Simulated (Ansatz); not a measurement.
# How methods differ on [PO2]+ (SMILES O=[P+]=O)

The species is [PO2]+ (3 atoms), meant as a singlet with charge +1. As SMILES, `O=[P+]=O`. The coordinates come from a GFN2-xTB relaxation.

```xyz
3

O     0.7923    1.0259    0.5482
P     0.0002   -0.0002    0.0003
O    -0.7925   -1.0257   -0.5485
```

Each level gives the vertical ionisation energy (to the doublet dication) (eV). The values are calculated.

```
         level                   kind  program  value (eV)  less FCI/STO-3G  CPU time (all runs)
  SVWN5/STO-3G                    LDA   Ansatz       20.05            +1.81                4.5 s
    PBE/STO-3G                    GGA   Ansatz       19.86            +1.62                8.8 s
 r2SCAN/STO-3G               meta-GGA   Ansatz       19.86            +1.62                 50 s
 B2PLYP/STO-3G          double hybrid   Ansatz       19.70            +1.46                 67 s
    MP2/STO-3G    perturbation theory   Ansatz       19.94            +1.70               0.52 s
CCSD(T)/STO-3G  coupled cluster or CI   Ansatz       18.44            +0.20               0.86 s
   CCSD/STO-3G  coupled cluster or CI   Ansatz       17.71            -0.53               0.81 s
    FCI/STO-3G     exact in the basis   Ansatz       18.24             0.00                4.6 s
```

FCI/STO-3G is exact within its basis and frozen core, so for wave-function methods in that basis the difference is their error; functionals converge differently with the basis, so for them it is only a difference. The values span 17.71 to 20.05 eV. Spin contamination of the reference (⟨S²⟩ at least 0.1 too high) touches B2PLYP/STO-3G, MP2/STO-3G, CCSD(T)/STO-3G, CCSD/STO-3G. All rows use very small basis sets, so none should be taken for the real molecule's value. CPU times are rough (shared hosts, several kinds of processor and program).

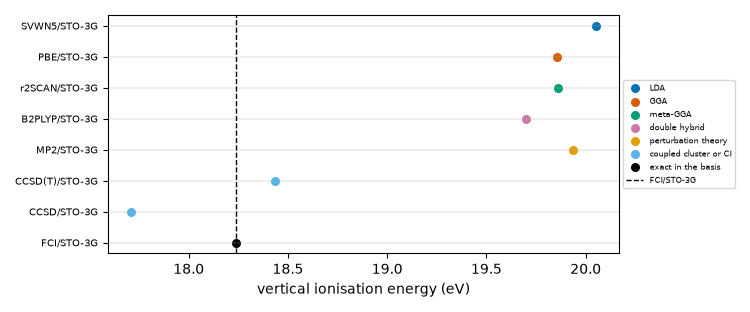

The values of the table, level by level.
